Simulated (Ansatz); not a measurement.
Consider CH$_{7}$BSi (SMILES CB[SiH3]).

| atom | x (Å) | y (Å) | z (Å) |
| --- | --- | --- | --- |
| C | -1.3734 | 1.0359 | -2.0967 |
| B | -0.6863 | 0.7123 | -0.7364 |
| Si | -1.6890 | 0.3400 | 0.9848 |
| H | -1.4070 | 0.0396 | -2.5951 |
| H | -0.7829 | 1.6782 | -2.7695 |
| H | -2.4148 | 1.3875 | -2.0449 |
| H | 0.5227 | 0.6376 | -0.7012 |
| H | -1.1775 | -0.8807 | 1.6834 |
| H | -1.4709 | 1.5002 | 1.9104 |
| H | -3.1661 | 0.1850 | 0.8006 |

Geometry: B3LYP-D3(BJ)/def2-SVP.

These are results of isolated molecule in a Gaussian basis; Kohn-Sham density functional theory, functional PBE0 in Ansatz 0.2.0, not measurements.

What can the converged electron density and electron localisation function tell about the bonding?

C–B (1.56 Å): the density is about 1.4 e/Å³ at the midpoint; the ELF peaks at about 0.95 between the atoms: a covalent bond.
Si–B (2.03 Å): the density is about 0.79 e/Å³ at the midpoint; the ELF peaks at about 1 between the atoms (a covalent bond).
B–H (1.21 Å): ρ is about 1.2 e/Å³ halfway; the ELF climbs to about 1 towards the hydrogen, as it does in any bond to H (a covalent bond by its length).

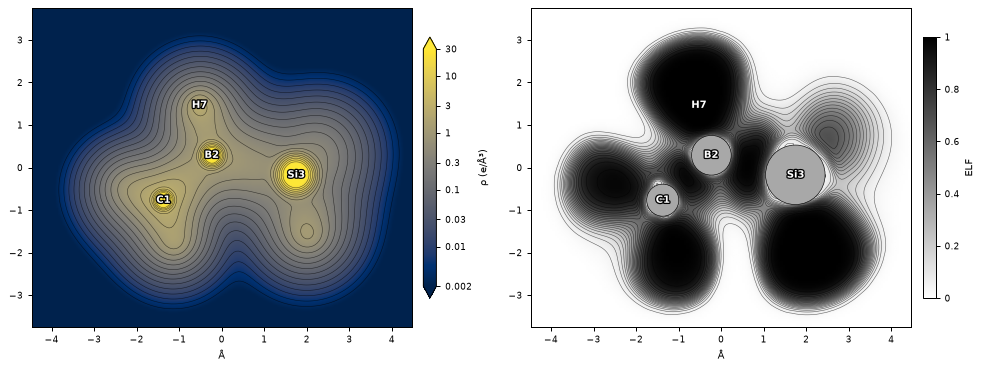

Computed electron density and electron localisation function on the plane of atoms Si3, B2 and H7, in this order. Grey discs cover the atomic cores in the ELF map. 
